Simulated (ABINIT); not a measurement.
# In2S (Fm-3m): zone-centre phonons, part 2 of 3

Aim: the zone-centre modes of In2S (Fm-3m).

ABINIT 10.8.3; DFT LDA, scalar-relativistic, plane waves, HGH norm-conserving pseudopotentials.

So far. Step 4 (Relaxing the cell and atoms): The volume changes by -2.6 % in this run and stands -5.4 % from the first cell. Step 5 (Self-consistent run for the response): The cell stands at -0.23 GPa: the relaxation ran with a smoothed and higher cutoff, and the difference is a stress of the finite basis. The relaxed cell has a = 6.834 Å (conventional setting).

The structure was built from a prototype and need not be the compound's stable phase.

### 6. Zone-centre response

At q = 0 one unit cell holds all displacements. The response is solved for single atoms along the cell's directions, and symmetry skips those that follow from others. The crystal is treated as a metal, which screens a static field, so no field response is asked.

dfpt_gamma.abi

```

# common to the responses
getwfk_filepath "gso_WFK"
kptopt 2
nqpt 1
qpt 0.0 0.0 0.0
asr 0
chneut 0

# displacements
rfphon 1
rfatpol 1 3
rfdir 1 1 1
tolvrs 1.0d-10
prtwf 0

# basis, mesh and filling
ecut 24.0
ixc 7
ngkpt 6 6 6
nshiftk 1
shiftk 0.0 0.0 0.0
istwfk *1
occopt 7
tsmear 0.01
nband 12
nstep 100
diemac 1000000.0
prtebands 0
prtgsr 0

# cell and atoms
acell 9.132017549 9.132017549 9.132017549
rprim 
    0.0 0.7071067812 0.7071067812
    0.7071067812 0.0 0.7071067812
    0.7071067812 0.7071067812 0.0
ntypat 2
znucl 16 49
natom 3
typat 1 2 2
xred 
    0.0 0.0 0.0
    0.25 0.25 0.25
    0.75 0.75 0.75
pp_dirpath "./pseudo"
pseudos "S.hgh, In.hgh"
```

On the command line:

```
$ OMP_NUM_THREADS=1 mpirun -n 2 abinit dfpt_gamma.abi > dfpt_gamma.log
```

Numbers of over 12 decimals in the logs are rounded to 6 here.

dfpt_gamma.abo, the main output file:

```text
[banners, grids, parts of the stress and lines that vanish by symmetry left out]
- input  file    -> dfpt_gamma.abi
- output file    -> dfpt_gamma.abo
- root for input  files -> dfpt_gammai
- root for output files -> dfpt_gammao

 Symmetries : space group Fm -3 m (#225); Bravais cF (face-center cubic)
================================================================================
 Values of the parameters that define the memory need of the present run (RF).
     intxc =       0      iscf =       7    lmnmax =       6     lnmax =       6
     mgfft =      45  mpssoang =       3    mqgrid =    3001     natom =       3
  nloc_mem =       1    nspden =       1   nspinor =       1    nsppol =       1
      nsym =      48    n1xccc =       0    ntypat =       2    occopt =       7
   xclevel =       1
-    mband =          12        mffmem =           1         mkmem =          56
-   mkqmem =          56        mk1mem =          56           mpw =        3044
      nfft =       91125          nkpt =         112
- my_mband =          12
================================================================================
================================================================================

--------------------------------------------------------------------------------
------------- Echo of variables that govern the present computation ------------
--------------------------------------------------------------------------------
-
- outvars: echo of selected default values
-   iomode0 =  0 , fftalg0 =312 , wfoptalg0 =  0
-
- outvars: echo of global parameters not present in the input file
-  max_nthreads =    1
-
 -outvars: echo values of preprocessed input variables
 [... echo left out ...]
================================================================================

 chkinp: Checking input parameters for consistency.

[...]
== DATASET  1 ==================================================================
-   mpi_nproc: 2, omp_nthreads: 1 (-1 if OMP is not activated)

--- !DatasetInfo
iteration_state: {dtset: 1, }
dimensions: {natom: 3, nkpt: 112, mband: 12, nsppol: 1, nspinor: 1, nspden: 1, mpw: 3044, }
cutoff_energies: {ecut:  24.0, pawecutdg:  -1.0, }
electrons: {nelect:   1.20000000E+01, charge:   0.00000000E+00, occopt:   7.00000000E+00, tsmear:   1.00000000E-02, }
meta: {optdriver: 1, rfphon: 1, }
...

 mkfilename: getwfk from: gso_WFK

 Exchange-correlation functional for the present dataset will be:
  LDA: Perdew-Wang 92 LSD fit to Ceperley-Alder data - ixc=7
 Citation for XC functional:
  J.P.Perdew and Y.Wang, PRB 45, 13244 (1992)

 Real(R)+Recip(G) space primitive vectors, cartesian coordinates (Bohr,Bohr^-1):
 R(1)=  0.0000000  6.4573115  6.4573115  G(1)= -0.0774316  0.0774316  0.0774316
 R(2)=  6.4573115  0.0000000  6.4573115  G(2)=  0.0774316 -0.0774316  0.0774316
 R(3)=  6.4573115  6.4573115  0.0000000  G(3)=  0.0774316  0.0774316 -0.0774316
 Unit cell volume ucvol=  5.3849939E+02 bohr^3
 Angles (23,13,12)=  6.00000000E+01  6.00000000E+01  6.00000000E+01 degrees
 setup1 : take into account q-point for computing boxcut.

 getcut: wavevector=  0.0000  0.0000  0.0000  ngfft=  45  45  45
         ecut(hartree)=     24.000   => boxcut(ratio)=   2.18482

--- Pseudopotential description ------------------------------------------------
- pspini: atom type   1  psp file is ./pseudo/S.hgh

- pspini: atom type   2  psp file is ./pseudo/In.hgh

   4.02231878E+02                                ecore*ucvol(ha*bohr**3)
--------------------------------------------------------------------------------

 ==>  initialize data related to q vector <==

 The list of irreducible perturbations for this q vector is:
    1)    idir= 1    ipert=   1
    2)    idir= 1    ipert=   2

[...]
The perturbation idir=   2  ipert=   1 is
 symmetric of a previously calculated perturbation.
 So, its SCF calculation is not needed.

 The perturbation idir=   3  ipert=   1 is
 symmetric of a previously calculated perturbation.
 So, its SCF calculation is not needed.

 The perturbation idir=   2  ipert=   2 is
 symmetric of a previously calculated perturbation.
 So, its SCF calculation is not needed.

 The perturbation idir=   3  ipert=   2 is
 symmetric of a previously calculated perturbation.
 So, its SCF calculation is not needed.

 The perturbation idir=   1  ipert=   3 is
 symmetric of a previously calculated perturbation.
 So, its SCF calculation is not needed.

 The perturbation idir=   2  ipert=   3 is
 symmetric of a previously calculated perturbation.
 So, its SCF calculation is not needed.

 The perturbation idir=   3  ipert=   3 is
 symmetric of a previously calculated perturbation.
 So, its SCF calculation is not needed.

--------------------------------------------------------------------------------
 Perturbation wavevector (in red.coord.)   0.000000  0.000000  0.000000
 Perturbation : displacement of atom   1   along direction   1
 Found     4 symmetries that leave the perturbation invariant.

[...]
dfpt_looppert : total number of electrons, from k and k+q
  fully or partially occupied states are    1.200000E+01 and    1.200000E+01.
 Initialisation of the first-order wave-functions :
  ireadwf=   0

--- !BeginCycle
iteration_state: {dtset: 1, }
solver: {iscf: 7, nstep: 100, nline: 4, wfoptalg: 0, }
tolerances: {tolvrs: 1.00E-10, }
...

     iter   2DEtotal(Ha)        deltaE(Ha) residm    vres2
-ETOT  1   292.86727750511     -2.513E+02 3.824E+00 1.007E+06
 ETOT  2   17.019933118984     -2.758E+02 6.928E-01 2.785E+04
 ETOT  3   1.880287     -1.514E+01 5.620E-02 3.274E+03
 ETOT  4   1.181277     -6.990E-01 2.022E-03 2.879E+01
 ETOT  5   1.176939     -4.338E-03 9.428E-05 4.612E-01
[...]
At SCF step   11       vres2   =  3.97E-12 < tolvrs=  1.00E-10 =>converged.
[...]
Mean square residual over all n,k,spin=   50.027E-15; max=  22.977E-12

 Thirteen components of 2nd-order total energy (hartree) are
 1,2,3: 0th-order hamiltonian combined with 1st-order wavefunctions
     kin0=   6.11191029E+02 eigvalue=   1.92272201E+01  local=  -6.07026477E+02
 4,5,6: 1st-order hamiltonian combined with 1st and 0th-order wfs
 loc psp =  -4.97925898E+01  Hartree=   1.57497446E+02     xc=  -5.08159854E+01
 note that "loc psp" includes a xc core correction that could be resolved
 7,8,9: eventually, occupation + non-local contributions
    edocc=   2.46096235E+01     enl0=   3.88339127E+02   enl1=  -1.03625138E+03
 1-9 gives the relaxation energy (to be shifted if some occ is /=2.0)
   erelax=  -5.43021982E+02
 10,11,12 Non-relaxation  contributions : frozen-wavefunctions and Ewald
 fr.local=   5.69336649E+00 fr.nonlo=   5.15152676E+02  Ewald=   2.33528221E+01
 13,14 Frozen wf xc core corrections (1) and (2)
 frxc 1  =   0.00000000E+00  frxc 2 =   0.00000000E+00
 Resulting in :
 2DEtotal=    0.1176882074E+01 Ha. Also 2DEtotal=    0.320245926825E+02 eV
    (2DErelax=   -5.4302198246E+02 Ha. 2DEnonrelax=    5.4419886453E+02 Ha)
    (  non-var. 2DEtotal :    1.1768816811E+00 Ha)

[...]
Perturbation wavevector (in red.coord.)   0.000000  0.000000  0.000000
 Perturbation : displacement of atom   2   along direction   1
 Found     2 symmetries that leave the perturbation invariant.

--------------------------------------------------------------------------------

--------------------------------------------------------------------------------

 dfpt_looppert : total number of electrons, from k and k+q
  fully or partially occupied states are    1.200000E+01 and    1.200000E+01.
 Initialisation of the first-order wave-functions :
  ireadwf=   0

--- !BeginCycle
iteration_state: {dtset: 1, }
solver: {iscf: 7, nstep: 100, nline: 4, wfoptalg: 0, }
tolerances: {tolvrs: 1.00E-10, }
...

     iter   2DEtotal(Ha)        deltaE(Ha) residm    vres2
-ETOT  1   6.943210     -4.274E+01 2.124E-01 2.431E+04
[...]
ETOT 10   1.580972     -3.413E-11 3.104E-13 4.120E-10
 ETOT 11   1.580972     -1.847E-13 1.515E-14 4.026E-12

 At SCF step   11       vres2   =  4.03E-12 < tolvrs=  1.00E-10 =>converged.
[...]
Mean square residual over all n,k,spin=   87.498E-18; max=  15.146E-15

 Thirteen components of 2nd-order total energy (hartree) are
 1,2,3: 0th-order hamiltonian combined with 1st-order wavefunctions
     kin0=   4.56536934E+01 eigvalue=   8.35292986E-01  local=  -1.23144279E+01
 4,5,6: 1st-order hamiltonian combined with 1st and 0th-order wfs
 loc psp =  -3.29915845E+01  Hartree=   6.75252763E+00     xc=  -4.73985070E+00
 note that "loc psp" includes a xc core correction that could be resolved
 7,8,9: eventually, occupation + non-local contributions
    edocc=   4.36018157E+00     enl0=   7.55823381E+00   enl1=  -6.32197171E+01
 1-9 gives the relaxation energy (to be shifted if some occ is /=2.0)
   erelax=  -4.81056507E+01
 10,11,12 Non-relaxation  contributions : frozen-wavefunctions and Ewald
 fr.local=   1.39343467E+00 fr.nonlo=   3.07785715E+01  Ewald=   1.75146166E+01
 13,14 Frozen wf xc core corrections (1) and (2)
 frxc 1  =   0.00000000E+00  frxc 2 =   0.00000000E+00
 Resulting in :
 2DEtotal=    0.1580971961E+01 Ha. Also 2DEtotal=    0.430204386696E+02 eV
    (2DErelax=   -4.8105650745E+01 Ha. 2DEnonrelax=    4.9686622706E+01 Ha)
    (  non-var. 2DEtotal :    1.5809718954E+00 Ha)

[...]
---- first-order wavefunction calculations are completed ----

 ==> Compute Derivative Database <==

 [... matrices left out ...]
  Phonon wavevector (reduced coordinates) :  0.00000  0.00000  0.00000
 Phonon energies in Hartree :
   8.952949E-06  8.952949E-06  8.952950E-06  3.841206E-04  3.841206E-04
   3.841206E-04  5.243621E-04  5.243621E-04  5.243621E-04
 Phonon frequencies in cm-1    :
-  1.964945E+00  1.964945E+00  1.964945E+00  8.430473E+01  8.430473E+01
-  8.430473E+01  1.150842E+02  1.150842E+02  1.150842E+02

== END DATASET(S) ==============================================================
================================================================================

 -outvars: echo values of variables after computation
            acell      9.1320175490E+00  9.1320175490E+00  9.1320175490E+00 Bohr
           etotal      1.5809719608E+00
            fcart      0.0000000000E+00  0.0000000000E+00  0.0000000000E+00
           strten      0.0000000000E+00  0.0000000000E+00  0.0000000000E+00
================================================================================
```

Elapsed: 3.7 min, on 2 MPI ranks of AMD EPYC (Zen 3), shared host.

Read from the output:

* largest acoustic frequency at the zone centre before the sum rule: 1.96 cm⁻¹
* highest optical zone-centre mode (no LO-TO term): 115.1 cm⁻¹
* lowest optical zone-centre mode: 84.3 cm⁻¹

The acoustic modes at Γ come out as far as 2.0 cm⁻¹ from zero, where they should vanish, a small numerical error.

### 7. Zone-centre analysis

anaddb reads the merged derivatives and imposes the acoustic sum rule.

anaddb.abi

```
ddb_filepath "gamma_DDB"
output_file "anaddb.abo"
outdata_prefix "anaddb"
asr 1
chneut 1
enunit 2
eivec 1
nph1l 1
qph1l 0.0 0.0 0.0 1.0
```

mrgddb.in

```
gamma_DDB
merged
2
dfpt_gammao_DDB
gso_DDB
```

On the command line:

```
$ mrgddb < mrgddb.in > mrgddb.log
$ OMP_NUM_THREADS=1 anaddb anaddb.abi > anaddb.log
```

anaddb.abo, the main output file:

```text
-outvars_anaddb: echo values of input variables ----------------------

 Miscellaneous information :
      enunit         2
       eivec         1
         asr         1
 First list of wavevector (reduced coord.) :
       nph1l         1
       qph1l
                     0.00000000E+00  0.00000000E+00  0.00000000E+00    1.000E+00

================================================================================

 read the DDB information and perform some checks

  ==== Info on the Cryst% object ====
 Real(R)+Recip(G) space primitive vectors, cartesian coordinates (Bohr,Bohr^-1):
 R(1)=  0.0000000  6.4573115  6.4573115  G(1)= -0.0774316  0.0774316  0.0774316
 R(2)=  6.4573115  0.0000000  6.4573115  G(2)=  0.0774316 -0.0774316  0.0774316
 R(3)=  6.4573115  6.4573115  0.0000000  G(3)=  0.0774316  0.0774316 -0.0774316
 Unit cell volume ucvol=  5.3849939E+02 bohr^3
 Angles (23,13,12)=  6.00000000E+01  6.00000000E+01  6.00000000E+01 degrees
 Time-reversal symmetry is present
 Reduced atomic positions [iatom, xred, symbol]:
    1)    0.0000000  0.0000000  0.0000000   S
    2)    0.2500000  0.2500000  0.2500000  In
    3)    0.7500000  0.7500000  0.7500000  In

 DDB file with 3 blocks has been read.

================================================================================

 Treat the first list of vectors

  Phonon wavevector (reduced coordinates) :  0.00000  0.00000  0.00000
 Phonon energies in Hartree :
   0.000000E+00  0.000000E+00  0.000000E+00  3.841305E-04  3.841305E-04
   3.841305E-04  5.237682E-04  5.237682E-04  5.237682E-04
 Phonon energies in meV     :
-  0.000000E+00  0.000000E+00  0.000000E+00  1.045272E+01  1.045272E+01
-  1.045272E+01  1.425246E+01  1.425246E+01  1.425246E+01
 Phonon frequencies in cm-1    :
-  0.000000E+00  0.000000E+00  0.000000E+00  8.430690E+01  8.430690E+01
-  8.430690E+01  1.149538E+02  1.149538E+02  1.149538E+02
 Phonon frequencies in Thz     :
-  0.000000E+00  0.000000E+00  0.000000E+00  2.527457E+00  2.527457E+00
-  2.527457E+00  3.446229E+00  3.446229E+00  3.446229E+00
 Phonon energies in Kelvin  :
-  0.000000E+00  0.000000E+00  0.000000E+00  1.212988E+02  1.212988E+02
-  1.212988E+02  1.653929E+02  1.653929E+02  1.653929E+02

 Eigendisplacements
 (will be given, for each mode : in cartesian coordinates
   for each atom the real part of the displacement vector,
   then the imaginary part of the displacement vector - absolute values smaller than 1.0d-7 are set to zero)
  Mode number    1   Energy    0.000000E+00
 Attention : low frequency mode.
   (Could be unstable or acoustic mode)
-  1  0.00000000E+00  0.00000000E+00 -1.44778139E-03
-     0.00000000E+00  0.00000000E+00  0.00000000E+00
-  2  0.00000000E+00  0.00000000E+00 -1.44781984E-03
-     0.00000000E+00  0.00000000E+00  0.00000000E+00
-  3  0.00000000E+00  0.00000000E+00 -1.44781984E-03
-     0.00000000E+00  0.00000000E+00  0.00000000E+00
  Mode number    2   Energy    0.000000E+00
 Attention : low frequency mode.
   (Could be unstable or acoustic mode)
-  1  0.00000000E+00  1.44778139E-03  0.00000000E+00
-     0.00000000E+00  0.00000000E+00  0.00000000E+00
-  2  0.00000000E+00  1.44781984E-03  0.00000000E+00
-     0.00000000E+00  0.00000000E+00  0.00000000E+00
-  3  0.00000000E+00  1.44781984E-03  0.00000000E+00
-     0.00000000E+00  0.00000000E+00  0.00000000E+00
  Mode number    3   Energy    0.000000E+00
 Attention : low frequency mode.
   (Could be unstable or acoustic mode)
-  1  1.44778139E-03  0.00000000E+00  0.00000000E+00
-     0.00000000E+00  0.00000000E+00  0.00000000E+00
-  2  1.44781984E-03  0.00000000E+00  0.00000000E+00
-     0.00000000E+00  0.00000000E+00  0.00000000E+00
-  3  1.44781984E-03  0.00000000E+00  0.00000000E+00
-     0.00000000E+00  0.00000000E+00  0.00000000E+00
  Mode number    4   Energy    3.841305E-04
-  1  0.00000000E+00  0.00000000E+00  0.00000000E+00
-     0.00000000E+00  0.00000000E+00  0.00000000E+00
-  2  0.00000000E+00  0.00000000E+00  1.54559669E-03
-     0.00000000E+00  0.00000000E+00  0.00000000E+00
-  3  0.00000000E+00  0.00000000E+00 -1.54559669E-03
-     0.00000000E+00  0.00000000E+00  0.00000000E+00
  Mode number    5   Energy    3.841305E-04
-  1  0.00000000E+00  0.00000000E+00  0.00000000E+00
-     0.00000000E+00  0.00000000E+00  0.00000000E+00
-  2  0.00000000E+00 -1.54559669E-03  0.00000000E+00
-     0.00000000E+00  0.00000000E+00  0.00000000E+00
-  3  0.00000000E+00  1.54559669E-03  0.00000000E+00
-     0.00000000E+00  0.00000000E+00  0.00000000E+00
  Mode number    6   Energy    3.841305E-04
-  1  0.00000000E+00  0.00000000E+00  0.00000000E+00
-     0.00000000E+00  0.00000000E+00  0.00000000E+00
-  2  1.54559669E-03  0.00000000E+00  0.00000000E+00
-     0.00000000E+00  0.00000000E+00  0.00000000E+00
-  3 -1.54559669E-03  0.00000000E+00  0.00000000E+00
-     0.00000000E+00  0.00000000E+00  0.00000000E+00
  Mode number    7   Energy    5.237682E-04
-  1  0.00000000E+00  2.57003115E-07  3.87450206E-03
-     0.00000000E+00  0.00000000E+00  0.00000000E+00
-  2  0.00000000E+00  0.00000000E+00 -5.41005417E-04
-     0.00000000E+00  0.00000000E+00  0.00000000E+00
-  3  0.00000000E+00  0.00000000E+00 -5.41005417E-04
-     0.00000000E+00  0.00000000E+00  0.00000000E+00
  Mode number    8   Energy    5.237682E-04
-  1  0.00000000E+00  3.87450206E-03 -2.57003272E-07
-     0.00000000E+00  0.00000000E+00  0.00000000E+00
-  2  0.00000000E+00 -5.41005418E-04  0.00000000E+00
-     0.00000000E+00  0.00000000E+00  0.00000000E+00
-  3  0.00000000E+00 -5.41005418E-04  0.00000000E+00
-     0.00000000E+00  0.00000000E+00  0.00000000E+00
  Mode number    9   Energy    5.237682E-04
-  1  3.87450207E-03  0.00000000E+00  0.00000000E+00
-     0.00000000E+00  0.00000000E+00  0.00000000E+00
-  2 -5.41005419E-04  0.00000000E+00  0.00000000E+00
-     0.00000000E+00  0.00000000E+00  0.00000000E+00
-  3 -5.41005419E-04  0.00000000E+00  0.00000000E+00
-     0.00000000E+00  0.00000000E+00  0.00000000E+00

 Analysis of degeneracies and characters (maximum tolerance=1.00E-06 a.u.)
 For each vibration mode, or group of modes if degenerate,
 the characters are given for each symmetry operation (see the list in the log file).
 Symmetry characters of vibration mode #   1
       degenerate with vibration modes #   2 to    3
  3.0 -3.0 -1.0  1.0 -1.0  1.0 -1.0  1.0  1.0 -1.0 -1.0  1.0  1.0 -1.0 -1.0  1.0
  0.0 -0.0  0.0 -0.0 -0.0  0.0  0.0 -0.0  1.0 -1.0 -1.0  1.0 -1.0  1.0  1.0 -1.0
  0.0 -0.0 -0.0  0.0  0.0 -0.0  0.0 -0.0  1.0 -1.0  1.0 -1.0 -1.0  1.0 -1.0  1.0
 Symmetry characters of vibration mode #   4
       degenerate with vibration modes #   5 to    6
  3.0  3.0 -1.0 -1.0 -1.0 -1.0 -1.0 -1.0  1.0  1.0 -1.0 -1.0  1.0  1.0 -1.0 -1.0
 -0.0 -0.0  0.0  0.0 -0.0 -0.0  0.0  0.0  1.0  1.0 -1.0 -1.0 -1.0 -1.0  1.0  1.0
 -0.0 -0.0 -0.0 -0.0  0.0  0.0  0.0  0.0  1.0  1.0  1.0  1.0 -1.0 -1.0 -1.0 -1.0
 Symmetry characters of vibration mode #   7
       degenerate with vibration modes #   8 to    9
  3.0 -3.0 -1.0  1.0 -1.0  1.0 -1.0  1.0  1.0 -1.0 -1.0  1.0  1.0 -1.0 -1.0  1.0
  0.0 -0.0 -0.0  0.0  0.0 -0.0 -0.0  0.0  1.0 -1.0 -1.0  1.0 -1.0  1.0  1.0 -1.0
  0.0 -0.0  0.0 -0.0 -0.0  0.0 -0.0  0.0  1.0 -1.0  1.0 -1.0 -1.0  1.0 -1.0  1.0
-
```

Wall time 0.98 s (1 thread).

This step gave:

| Quantity | Value |
| --- | --- |
| highest optical zone-centre mode (no LO-TO term) | 115.0 cm⁻¹ |
| lowest optical zone-centre mode | 84.31 cm⁻¹ |

No LO-TO term; unit eigenvectors of the mass-weighted matrix, from anaddb's displacements. The modes at Γ (shares of kinetic energy by element, %):

```csv
mode,frequency (cm⁻¹),symmetry,S %,In %
1,0.0,acoustic,12,88
2,0.0,acoustic,12,88
3,0.0,acoustic,12,88
4,84.3,T2g,0,100
5,84.3,T2g,0,100
6,84.3,T2g,0,100
7,115.0,T1u,88,12
8,115.0,T1u,88,12
9,115.0,T1u,88,12
```

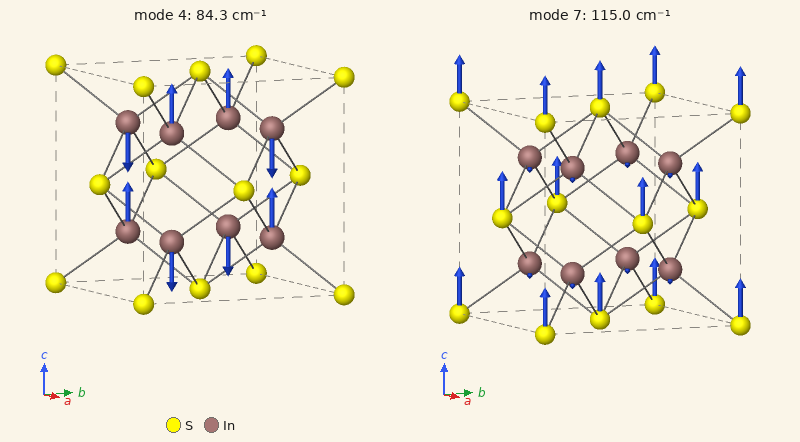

Displacement patterns of modes 4 and 7 at Γ; arrows are exaggerated. Some periodic images of atoms are drawn too.

The rule moves no optical mode by more than 0.2 cm⁻¹.

[end of part 2 of 3]

[Host names and launcher messages were left out of these logs when they were recorded.]

[Logs are printed without paths, hosts, clocks, repeated set-up lines and the standing remarks that a program may print on its own settings, such as how far it seeks lower states.]

[Hosts, paths, dates, database ids (printed as entryN), source tags and the programs' standing remarks are cut or masked in the printed files.]
